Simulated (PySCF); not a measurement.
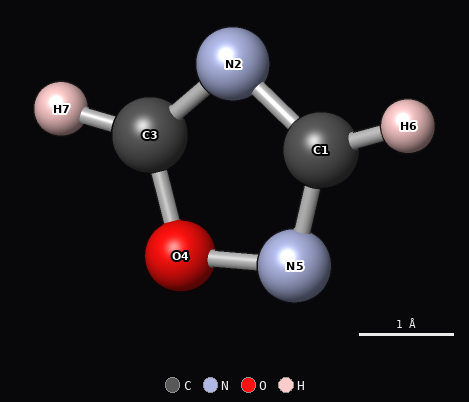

**Figure 1.** The structure (ball-and-stick view, seen at a tilt; atoms are numbered from 1 in the order of the input). Bond lengths as drawn: C–H 1.09 Å, C–N 1.29 to 1.37 Å, C–O 1.33 Å and N–O 1.37 Å.

**What a change does: NMR shielding calculation on C₂H₂N₂O**

System: C₂H₂N₂O.
Method of run A: GIAO PBE0/pcSseg-1 NMR shielding, non-relativistic, gas phase (PySCF 2.14.0).

The geometry comes from this level: PBE0-D3(BJ)/def2-SVP. Text and figures count atoms from 1; the logs count them from 0 in places.

### Input file, run A
```
{"job": {"kind": "nmr", "xc": "PBE0", "basis": "pcSseg-1"}, "charge": 0, "multiplicity": 1}
C     -0.884990    -0.331136     0.412621
N      0.066865     0.563912     0.814116
C      0.915991     0.486291    -0.157079
O      0.562882    -0.373366    -1.104031
N     -0.635390    -0.916160    -0.724146
H     -1.788785    -0.554002     0.980058
H      1.855287     1.022460    -0.290078
```

The first line tells a small driver script what to run in PySCF; the rest is the geometry in Å.

Launched with:
```bash
OMP_NUM_THREADS=1 python <driver script> task.json out
```

Hardware: 1 CPU thread, shared host.

### Output (run A)
```
coarse grid: 6624 points
cycle   1  E = -261.6946575945  dE =  1.051e+00  |g| = 4.402e-01  |ddm| = 2.528e+00
cycle   2  E = -261.6660586951  dE =  2.860e-02  |g| = 5.943e-01  |ddm| = 5.764e-01
cycle   3  E = -261.7325841408  dE = -6.653e-02  |g| = 6.957e-02  |ddm| = 3.338e-01
cycle   4  E = -261.7333303055  dE = -7.462e-04  |g| = 2.727e-02  |ddm| = 4.958e-02
cycle   5  E = -261.7334548225  dE = -1.245e-04  |g| = 1.287e-02  |ddm| = 2.453e-02
cycle   6  E = -261.7334899145  dE = -3.509e-05  |g| = 2.474e-03  |ddm| = 8.972e-03
cycle   7  E = -261.7334911277  dE = -1.213e-06  |g| = 1.067e-03  |ddm| = 2.347e-03
final grid: 66352 points
cycle   8  E = -261.7704202874  dE = -1.419e-05  |g| = 8.616e-03  |ddm| = 1.581e-02
cycle   9  E = -261.7703919444  dE =  2.834e-05  |g| = 1.528e-02  |ddm| = 1.186e-02
cycle  10  E = -261.7704330417  dE = -4.110e-05  |g| = 1.697e-03  |ddm| = 8.097e-03
cycle  11  E = -261.7704336580  dE = -6.163e-07  |g| = 3.880e-04  |ddm| = 1.279e-03
cycle  12  E = -261.7704336862  dE = -2.819e-08  |g| = 1.449e-04  |ddm| = 3.084e-04
cycle  13  E = -261.7704336901  dE = -3.891e-09  |g| = 5.236e-05  |ddm| = 1.173e-04
cycle  14  E = -261.7704336907  dE = -6.283e-10  |g| = 1.481e-05  |ddm| = 4.579e-05
converged SCF energy = -261.7704336907

GIAO shielding tensors (ppm)
atom      isotropic    diamagn.    paramagn.     s11        s22        s33       span
  0 C       22.002     253.143    -231.141    -81.495     40.449    107.051    188.546
  1 N      -13.775     326.781    -340.555   -189.335    -70.216    218.226    407.561
  2 C       15.079     254.627    -239.549    -68.170     16.786     96.620    164.790
  3 O      -91.503     397.372    -488.875   -235.784   -159.334    120.609    356.393
  4 N     -137.913     320.959    -458.872   -355.454   -132.794     74.508    429.962
  5 H       22.844      28.734      -5.889     20.960     22.701     24.872      3.912
  6 H       22.710      28.634      -5.924     20.277     22.967     24.887      4.610
```

For run B the input was changed thus:
```diff
-"xc": "PBE0"
-"basis": "pcSseg-1"
+"xc": "mPW1PW91"
+"basis": "pcSseg-2"
+"pop": false
```

What does this change do to the results?

The total energies belong to different models, so their difference says nothing on which is more stable or more accurate. The LUMO goes from −0.99 to −1.04 eV. Of all shieldings, the largest change is that of N5, by −5.7 ppm. The functional changes from PBE0 to mPW1PW91. The number of SCF iterations is the same. The basis functions go from 95 to 208.

### Output (run B)
```
coarse grid: 6624 points
cycle   1  E = -262.0778147489  dE =  1.036e+00  |g| = 4.595e-01  |ddm| = 1.980e+00
cycle   2  E = -262.0429848958  dE =  3.483e-02  |g| = 6.366e-01  |ddm| = 4.957e-01
cycle   3  E = -262.1176581534  dE = -7.467e-02  |g| = 7.564e-02  |ddm| = 3.030e-01
cycle   4  E = -262.1183673348  dE = -7.092e-04  |g| = 3.835e-02  |ddm| = 4.616e-02
cycle   5  E = -262.1186342074  dE = -2.669e-04  |g| = 1.457e-02  |ddm| = 2.506e-02
cycle   6  E = -262.1186787444  dE = -4.454e-05  |g| = 2.220e-03  |ddm| = 7.862e-03
cycle   7  E = -262.1186797142  dE = -9.698e-07  |g| = 9.988e-04  |ddm| = 1.981e-03
final grid: 66352 points
cycle   8  E = -262.1218430779  dE = -4.951e-05  |g| = 4.415e-03  |ddm| = 2.319e-02
cycle   9  E = -262.1218385303  dE =  4.548e-06  |g| = 6.722e-03  |ddm| = 5.267e-03
cycle  10  E = -262.1218465207  dE = -7.990e-06  |g| = 1.232e-03  |ddm| = 3.168e-03
cycle  11  E = -262.1218468009  dE = -2.801e-07  |g| = 3.817e-04  |ddm| = 7.948e-04
cycle  12  E = -262.1218468285  dE = -2.769e-08  |g| = 1.566e-04  |ddm| = 2.570e-04
cycle  13  E = -262.1218468335  dE = -4.916e-09  |g| = 3.964e-05  |ddm| = 9.632e-05
cycle  14  E = -262.1218468338  dE = -2.939e-10  |g| = 1.685e-05  |ddm| = 2.890e-05
converged SCF energy = -262.1218468338

GIAO shielding tensors (ppm)
atom      isotropic    diamagn.    paramagn.     s11        s22        s33       span
  0 C       16.353     255.345    -238.992    -89.262     34.386    103.934    193.196
  1 N      -19.193     322.209    -341.402   -193.917    -78.203    214.540    408.456
  2 C        9.920     256.516    -246.596    -75.772     12.432     93.100    168.873
  3 O      -96.713     389.846    -486.559   -240.369   -165.721    115.949    356.318
  4 N     -143.613     317.831    -461.444   -360.174   -141.665     71.001    431.174
  5 H       22.837      30.201      -7.365     21.060     22.210     25.240      4.180
  6 H       22.686      29.625      -6.939     20.357     22.737     24.965      4.608
```

### The two runs side by side

```csv
quantity,run A,run B
outcome,converged,converged
total energy (hartree),−261.770434,−262.121847
HOMO (eV),−8.91,−8.87
LUMO (eV),−0.99,−1.04
dipole moment (D),1.18,1.18
shielding of C1 (ppm),22.0,16.4
shielding of N2 (ppm),−13.8,−19.2
shielding of C3 (ppm),15.1,9.9
shielding of O4 (ppm),−91.5,−96.7
shielding of N5 (ppm),−137.9,−143.6
shielding of H6 (ppm),22.8,22.8
shielding of H7 (ppm),22.7,22.7
SCF iterations,14,14
basis functions,95,208
wall time (shared host),13 s,29 s
```
